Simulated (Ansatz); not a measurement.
**C2H6BFO (SMILES COB(C)F) at 6 levels**

Aim: a comparison of 6 runs (HF/STO-3G, HF/def2-SVP, B3LYP/6-31G*, B3LYP/def2-SVP, PBE0/def2-SVP, r2SCAN0/def2-SVP) of C2H6BFO. 

The results are computed with Ansatz 0.2.0.

112 further runs of the same task are left out: 112 set aside as unsound or not needed.

## Step 1: The structure to begin with

C2H6BFO: 11 atoms, total charge 0, spin state singlet. As SMILES, `COB(C)F`. The O2–B3 distance was set to 2.427 Å, away from the relaxed value. At this shape a bond of the SMILES string is far longer than usual.

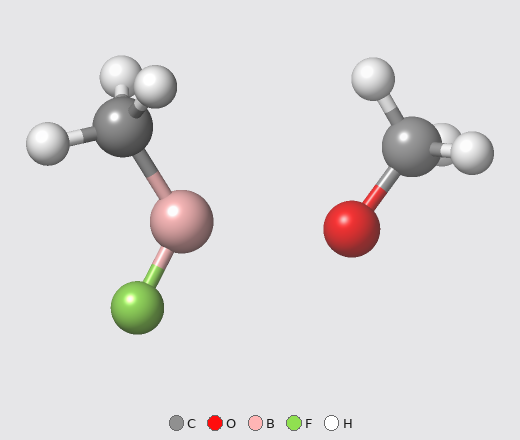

Viewed from a chosen angle; carbon grey, oxygen red, boron pink, fluorine green, hydrogen white.

## Step 2: A single-point energy at HF/STO-3G (run 1)

The input, job.yaml:

```yaml
crystal:
  periodic: [false, false, false]
  atoms:
    - symbol: C
      position_ang: [-2.212106, 1.307199, 0.837389]
    - symbol: O
      position_ang: [-1.088706, 1.823899, 0.163589]
    - symbol: B
      position_ang: [0.818600, 0.482700, -0.508900]
    - symbol: C
      position_ang: [0.993200, -1.057900, -0.270600]
    - symbol: F
      position_ang: [1.779200, 1.165200, -1.136000]
    - symbol: H
      position_ang: [-2.306206, 1.803199, 1.805789]
    - symbol: H
      position_ang: [-3.106806, 1.520399, 0.248889]
    - symbol: H
      position_ang: [-2.141706, 0.228399, 0.996989]
    - symbol: H
      position_ang: [0.947600, -1.307000, 0.794000]
    - symbol: H
      position_ang: [1.947400, -1.412800, -0.660100]
    - symbol: H
      position_ang: [0.196300, -1.629800, -0.756000]
basis:
  gaussian: {orbitals: STO-3G}
accuracy: high
hamiltonian: {xc: hf}
output: {orbitals: {seedname: orbitals}}
```

Launch:

```bash
$ ansatz run job.yaml --threads 1 --pin off --max-ram 3480MiB --events-out events.jsonl --progress --plain --runs-dir runs
```

Standard output:

```text
Warning: RAYON_NUM_THREADS=1 ignored (pool sized by the plan → 1); use --threads N
Functional definition: HF
  name "HF"
  exchange = exact_x
  correlation = 0
597 factors; integrals over basis functions are off by at most 4.1e-9 eV
mean field evaluation 1: about -7458.7042 eV, gradient 3.8e1 eV
mean field evaluation 2: about -7458.8802 eV, gradient 3.8e1 eV
mean field evaluation 4: about -7466.3032 eV, gradient 8.0e0 eV
mean field evaluation 8: about -7466.8349 eV, gradient 9.4e-2 eV
mean field evaluation 16: about -7466.8211 eV, gradient 1.8e-8 eV
mean field evaluation 32: about -7466.6393 eV, gradient 5.3e-2 eV
mean field -7466.82105501 eV, -274.4006125784 hartree, gradient 1.8e-8 eV, S^2 0.000000; 0 other end points of the search recorded, 0 dependent functions left out
reference -7466.82105501 eV, -274.4006125784 hartree; 20, 20 occupied and 11, 11 virtual orbitals, 597 factors
Total energy: -7466.82105501 eV, -274.4006125784 hartree
```

It took 0.18 s on 1 thread of AMD EPYC 9R45 (Zen 5), shared host.

## Step 3: The energy at HF/def2-SVP (run 2)

The input, in.yaml:

```yaml
crystal:
  periodic: [false, false, false]
  atoms:
    - {symbol: C, position_ang: [-2.212106, 1.307199, 0.837389]}
    - {symbol: O, position_ang: [-1.088706, 1.823899, 0.163589]}
    - {symbol: B, position_ang: [0.818600, 0.482700, -0.508900]}
    - {symbol: C, position_ang: [0.993200, -1.057900, -0.270600]}
    - {symbol: F, position_ang: [1.779200, 1.165200, -1.136000]}
    - {symbol: H, position_ang: [-2.306206, 1.803199, 1.805789]}
    - {symbol: H, position_ang: [-3.106806, 1.520399, 0.248889]}
    - {symbol: H, position_ang: [-2.141706, 0.228399, 0.996989]}
    - {symbol: H, position_ang: [0.947600, -1.307000, 0.794000]}
    - {symbol: H, position_ang: [1.947400, -1.412800, -0.660100]}
    - {symbol: H, position_ang: [0.196300, -1.629800, -0.756000]}
basis:
  gaussian:
    orbitals: def2-SVP
magnetization:
  spin_polarized: false
hamiltonian:
  xc: hf
accuracy: high
output: {orbitals: {seedname: orbitals}}
```

Launch:

```bash
$ ansatz run in.yaml --threads 1 --pin off --max-ram 3480MiB --events-out events.jsonl --progress --plain --runs-dir runs
```

Standard output:

```text
Warning: RAYON_NUM_THREADS=1 ignored (pool sized by the plan → 1); use --threads N
[... 4 set-up lines as earlier in the session ...]
2383 factors; integrals over basis functions are off by at most 1.0e-8 eV
mean field evaluation 1: about -7556.5568 eV, gradient 4.6e1 eV
mean field evaluation 2: about -7556.6488 eV, gradient 4.6e1 eV
mean field evaluation 4: about -7561.9837 eV, gradient 5.8e0 eV
mean field evaluation 8: about -7562.1413 eV, gradient 8.4e-1 eV
mean field evaluation 16: about -7562.1498 eV, gradient 1.1e-8 eV
mean field -7562.14976182 eV, -277.9038779376 hartree, gradient 2.5e-8 eV, S^2 0.000000; 0 other end points of the search recorded, 0 dependent functions left out
reference -7562.14976182 eV, -277.9038779376 hartree; 20, 20 occupied and 80, 80 virtual orbitals, 2383 factors
Total energy: -7562.14976182 eV, -277.9038779376 hartree
```

It took 1.6 s on 1 thread of AMD EPYC 9R45 (Zen 5), shared host; peak memory 0.31 GiB.

Runs 3 to 5 aren't shown in full; the table further down has their settings and results.

## Step 4: The energy at r2SCAN0/def2-SVP (run 6)

The input, run.yaml:

```yaml
crystal:
  periodic: [false, false, false]
  atoms:
    - {symbol: C, position_ang: [-2.212106, 1.307199, 0.837389]}
    - {symbol: O, position_ang: [-1.088706, 1.823899, 0.163589]}
    - {symbol: B, position_ang: [0.818600, 0.482700, -0.508900]}
    - {symbol: C, position_ang: [0.993200, -1.057900, -0.270600]}
    - {symbol: F, position_ang: [1.779200, 1.165200, -1.136000]}
    - {symbol: H, position_ang: [-2.306206, 1.803199, 1.805789]}
    - {symbol: H, position_ang: [-3.106806, 1.520399, 0.248889]}
    - {symbol: H, position_ang: [-2.141706, 0.228399, 0.996989]}
    - {symbol: H, position_ang: [0.947600, -1.307000, 0.794000]}
    - {symbol: H, position_ang: [1.947400, -1.412800, -0.660100]}
    - {symbol: H, position_ang: [0.196300, -1.629800, -0.756000]}
basis:
  gaussian: {orbitals: def2-SVP}
hamiltonian: {xc: {name: r2SCAN0}}
accuracy: high
output: {orbitals: {seedname: orbitals}}
```

Launch:

```bash
$ ansatz run run.yaml --threads 1 --pin off --max-ram 3480MiB --events-out events.jsonl --progress --plain --runs-dir runs
```

Standard output:

```text
Warning: RAYON_NUM_THREADS=1 ignored (pool sized by the plan → 1); use --threads N
Functional definition: r2SCAN0
  name "r2SCAN0"
  parameter a = 0.25
  parameter k0 = 0.174
  parameter k1 = 0.065
  parameter a1 = 4.9479
  exchange = (1 - a)*r2scan_x(k0 = k0, k1 = k1, a1 = a1) + a*exact_x
  correlation = r2scan_c
2383 factors; integrals over basis functions are off by at most 1.0e-8 eV
mean field evaluation 1: about -7589.5732 eV, gradient 6.2e1 eV
mean field evaluation 2: about -7483.1323 eV, gradient 1.6e2 eV
mean field evaluation 4: about -7598.3301 eV, gradient 1.2e1 eV
mean field evaluation 8: about -7598.9546 eV, gradient 1.1e0 eV
mean field evaluation 16: about -7599.2073 eV, gradient 3.0e-4 eV
mean field -7599.20731371 eV, -279.2657178512 hartree, gradient 3.3e-8 eV, S^2 0.000000; 0 other end points of the search recorded, 0 dependent functions left out
reference -7599.20731438 eV, -279.2657178759 hartree; 20, 20 occupied and 80, 80 virtual orbitals, 2383 factors
Total energy: -7599.20731438 eV, -279.2657178759 hartree
```

Wall time 4.8 s (1 thread of AMD EPYC 9R45 (Zen 5), shared host); peak memory 0.42 GiB.

## Step 5: The series

```tsv
run	level	energy (Eh)	HOMO energy (eV)	LUMO energy (eV)	HOMO–LUMO gap (eV)	wall time
1	HF/STO-3G	-274.400613	-5.49	4.86	10.35	0.18 s
2	HF/def2-SVP	-277.903878	-9.42	1.56	10.98	1.6 s
3	B3LYP/6-31G* (spherical functions)	-279.670756	-5.59	-2.05	3.53	2.7 s
4	B3LYP/def2-SVP	-279.467205	-5.77	-2.26	3.51	3.3 s
5	PBE0/def2-SVP	-279.144369	-6.03	-2.04	4.00	3.6 s
6	r2SCAN0/def2-SVP	-279.265718	-6.26	-1.96	4.30	4.8 s
```

## Step 6: What came out

| quantity | value |
| --- | --- |
| run 6: total energy | -279.26572 Eh |
| run 6: HOMO energy | -6.26 eV |
| run 6: LUMO energy | -1.96 eV |
| run 6: HOMO–LUMO gap | 4.30 eV |

In words: The HOMO–LUMO gap runs from 3.51 eV (B3LYP/def2-SVP) to 10.98 eV (HF/def2-SVP). Exact exchange widens orbital gaps. Totals of different functionals can't be ranked against each other. In run 1 the basis is minimal, so the values are rough. All runs together took 16 s, the longest 4.8 s.
